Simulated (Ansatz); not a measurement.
# CH₂Cl₂GaN: what the fields show

```yaml
atoms:
  - { symbol: C, position_ang: [0.2333, 0.4165, 1.3639] }
  - { symbol: N, position_ang: [-0.3439, -0.5364, 0.7693] }
  - { symbol: Ga, position_ang: [-0.3101, -0.5339, -1.0913] }
  - { symbol: Cl, position_ang: [-1.2391, -2.0695, -2.2123] }
  - { symbol: Cl, position_ang: [0.6744, 1.0304, -2.1685] }
  - { symbol: H, position_ang: [0.2284, 0.4397, 2.4614] }
  - { symbol: H, position_ang: [0.7570, 1.2533, 0.8776] }
```

Geometry: PBE0-D4/def2-TZVP.

The calculation used RKS PBE0-D4/def2-TZVPP (Ansatz).

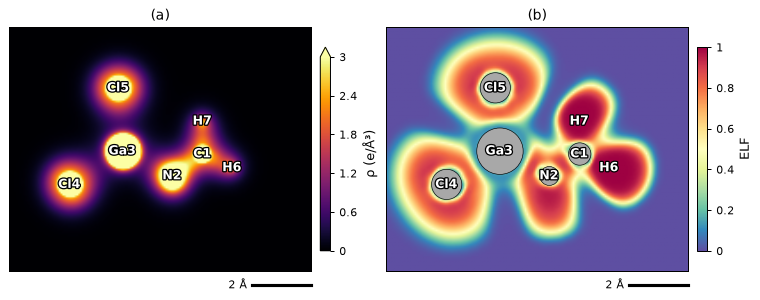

Figure 1. (a) electron density; (b) ELF on the molecular plane. Grey discs cover the atomic cores in the ELF map.

Q: What does the map show?

A:
- The section cuts through C, N, Ga, Cl and H sites.
- C–N (1.26 Å): the density is about 2.9 e/Å³ at the midpoint; the ELF peaks at about 0.90 between the atoms (a short, multiple covalent bond).
- Ga–N (1.86 Å): ρ at the midpoint is about 0.88 e/Å³; the ELF peaks at about 0.90 in the valence shell of N, 0.7 Å from its nucleus, and is about 0.35 at the midpoint.
- Ga–Cl (2.12 Å): ρ at the midpoint is about 0.77 e/Å³; the ELF peaks at about 0.80 in the valence shell of Cl, 0.8 Å from its nucleus, and is about 0.60 at the midpoint.
- C–H (1.10 Å): ρ at the midpoint is about 2.1 e/Å³; the ELF climbs to about 1 towards the hydrogen, as it does in any bond to H: an ordinary covalent bond to hydrogen.
- The ELF also peaks beside Cl4, N2 and Cl5, away from the bonds: lone-pair regions.

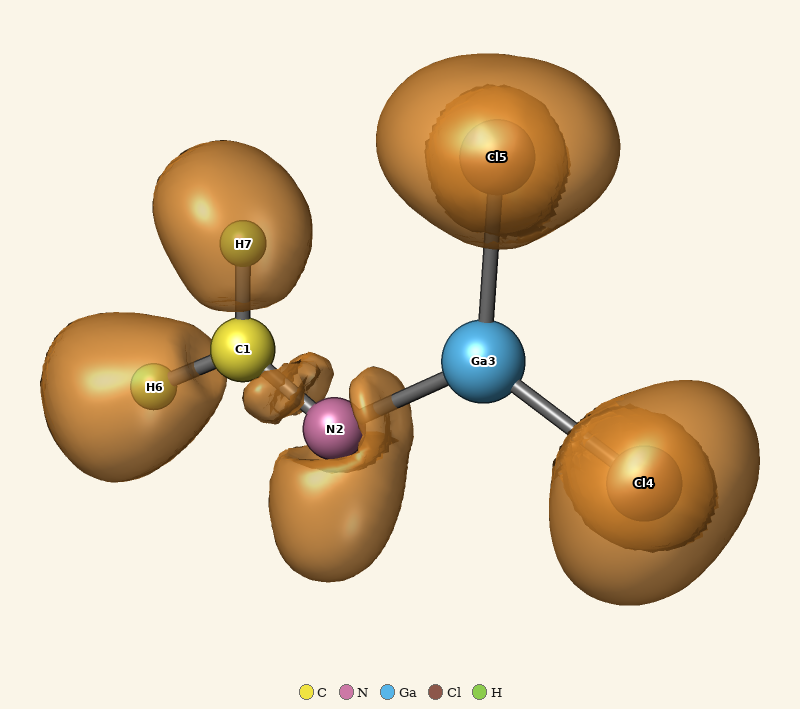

Figure 2. Isosurface of the electron localisation function at 0.8 (orange), seen at a tilt. Only the valence region is drawn (cores and ρ < 0.01 e/Å³ removed).

Q: What do the ELF domains correspond to?

A: The surface consists of one region between bonded C–N atoms (shared pairs), two regions around hydrogen nuclei, one lobe on N, pointing away from the bonds (lone pairs) and two regions wrapped around Cl (the valence shell of each).

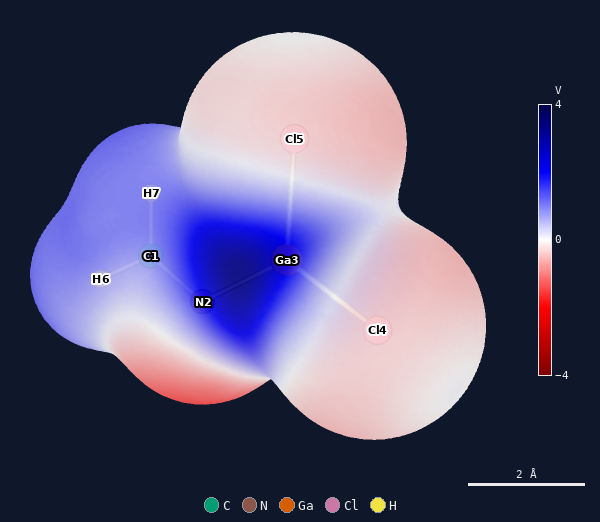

Figure 3. The electrostatic potential painted on the density surface at 0.002 e/bohr³, seen at a tilt; red is negative and blue positive.

Q: Describe the electrostatic potential map.

A: The most negative region (about −1.3 V, or −30 kcal/mol for a unit charge) lies over N2, the most positive (about +3.3 V, or +76 kcal/mol for a unit charge) over Ga3. N2 is the likeliest acceptor of a hydrogen bond.

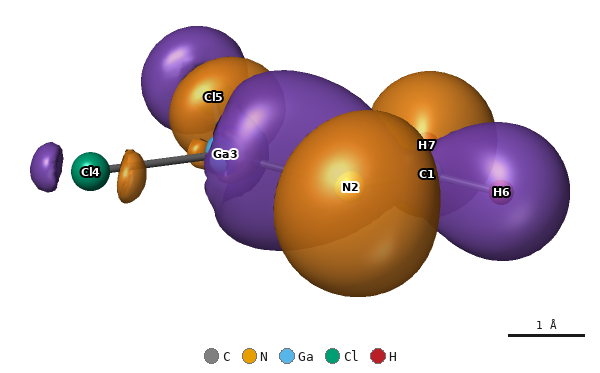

Figure 4. The HOMO at ±0.08 Å⁻³ᐟ² (orange and purple are the two phases), seen at an oblique angle.

Q: Where does this orbital lie, and at what energy?

A: Its weight (Hirshfeld) is mainly on N2 (about 55 %), C1 (about 15 %), Ga3 (about 10 %), H7 (about 10 %) and H6 (about 5 %); it is symmetric in the molecular plane (an in-plane orbital: σ, lone-pair or in-plane π type). Its energy is −7.53 eV.
